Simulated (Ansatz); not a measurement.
The figure comes from a scan of Sn (beta-Sn type, space group I4_1/amd): one Sn atom of a 2-atom cell moves by u along (0.71, 0.71, 0.00) and v along (0.00, 0.00, 1.00). All values below come from PBEsol (plane waves to 420 eV, PAW, scalar-relativistic; Ansatz, a first-principles code). k mesh 13×13×13 (Γ-centred), Fermi-Dirac smearing 0.05 eV. With partly filled bands, energies and forces of such displacements shift with the k mesh and the smearing. Fu and Fv are the components of the force on the atom. Sn was relaxed with its symmetry unable to fall. The PAW data are Ansatz's earlier set. 

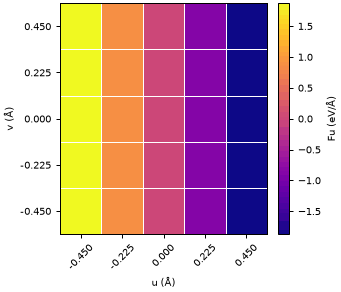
Figure. Fu (eV/Å), one tile a computed point.

Task: List the plotted points as numbers.

Result: To the nearest 0.5:

Fu (eV/Å), with u across and v down:

```
v \ u   -0.450  -0.225  0.000  0.225  0.450
------  ------  ------  -----  -----  -----
-0.450     2.0     1.0    0.0   -1.0   -2.0
-0.225     2.0     1.0    0.0   -1.0   -2.0
0.000      2.0     1.0    0.0   -1.0   -2.0
0.225      2.0     1.0    0.0   -1.0   -2.0
0.450      2.0     1.0    0.0   -1.0   -2.0
```

(A displaced cell: forces are minus the slopes of the energy, force constants its curvatures, and phonons follow from these.)
